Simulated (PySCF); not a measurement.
Molecule: C₁₀H₁₂O, SMILES CC(C)c1ccc(C=O)cc1. Atoms near the plane z = 0.0 Å, at the GFN2-xTB optimised geometry (x, y, z in Å): C2 (-1.5, -2.1, 0.0), C4 (-0.8, -0.8, 0.0), C5 (-1.4, 0.4, 0.0), C6 (-0.7, 1.6, 0.0), C7 (0.7, 1.6, 0.0), C8 (1.4, 2.9, 0.0), O9 (2.6, 3.0, 0.0), C10 (1.3, 0.4, 0.0), C11 (0.6, -0.8, 0.0), H15 (-2.6, -1.8, 0.0), H19 (-2.5, 0.5, 0.0), H20 (-1.3, 2.6, 0.0), H21 (0.8, 3.8, 0.0), H22 (2.4, 0.4, 0.0), H23 (1.2, -1.7, 0.0).

Method: B3LYP/def2-SVP (PySCF 2.14.0). Cells within 0.4 Å of a nucleus heavier than hydrogen are left out (blank, or x). The values are rescaled to run from 0 to 1.

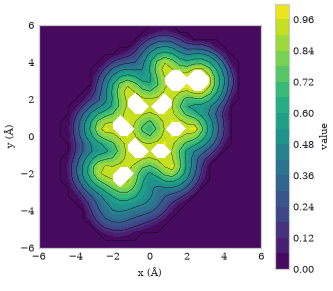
a field on the plane z = 0.0 Å.

Which quantity is mapped?
A) electron localisation function
B) an orbital amplitude
C) log10 of the electron density
D) deformation density (molecule minus spherical neutral atoms)

C, log10 of the electron density. In full: log10 of the electron density (e/bohr³), floored at −4.
